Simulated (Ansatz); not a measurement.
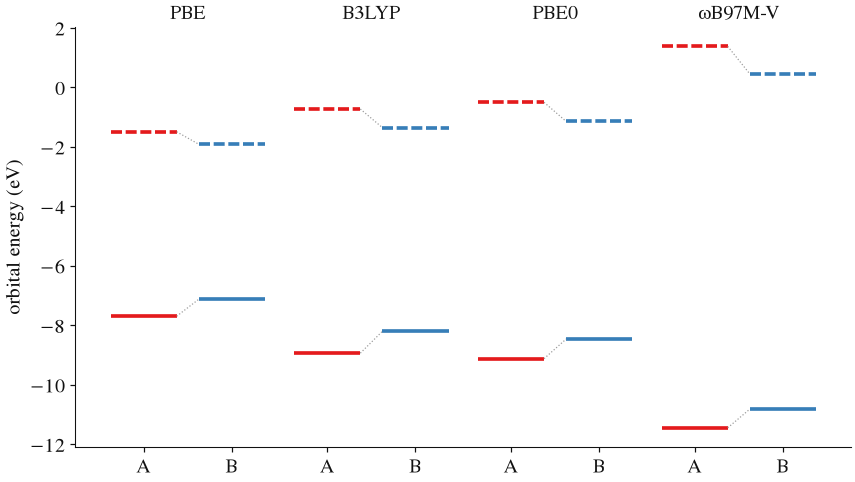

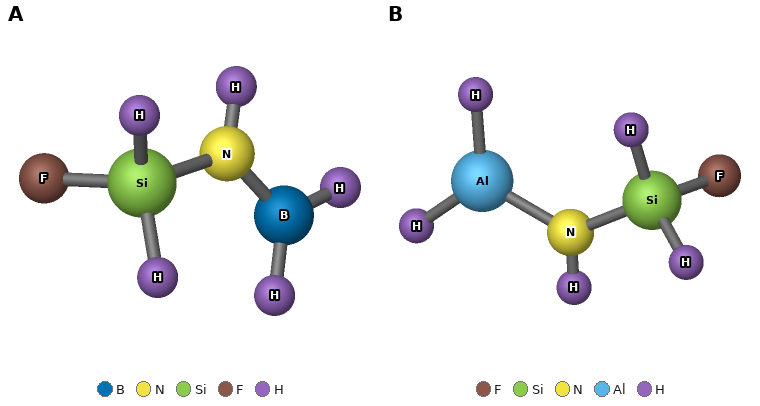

One change: A, BSiNH₅F (SMILES BN[SiH2]F), becomes B, AlSiNH₅F (SMILES F[SiH2][NH][AlH2]). BH₂ on N is replaced by AlH₂. HOMO (solid) and LUMO (dashed) computed in def2-TZVPP at PBE0-D4/def2-TZVP geometries, both minima by their frequencies, gas phase, the Ansatz code. Empty levels above zero depend strongly on the basis.

What does the change do to HOMO and LUMO?

PBE: the HOMO rises by 0.57 eV, the LUMO falls by 0.42 eV, and the separation goes from 6.20 to 5.21 eV. B3LYP: the HOMO rises by 0.73 eV, the LUMO falls by 0.62 eV, and the separation goes from 8.21 to 6.85 eV. PBE0: the HOMO rises by 0.66 eV, the LUMO falls by 0.64 eV, and the separation goes from 8.62 to 7.32 eV. ωB97M-V: the HOMO rises by 0.63 eV, the LUMO falls by 0.92 eV, and the separation goes from 12.82 to 11.27 eV.

Do the functionals agree on the effect?

They agree on the direction for both levels; the HOMO shift lies between 0.57 and 0.73 eV and the LUMO shift between −0.92 and −0.42 eV, while the separations themselves differ by up to 6.6 eV between functionals.

Caveats: one conformer of each flexible molecule.
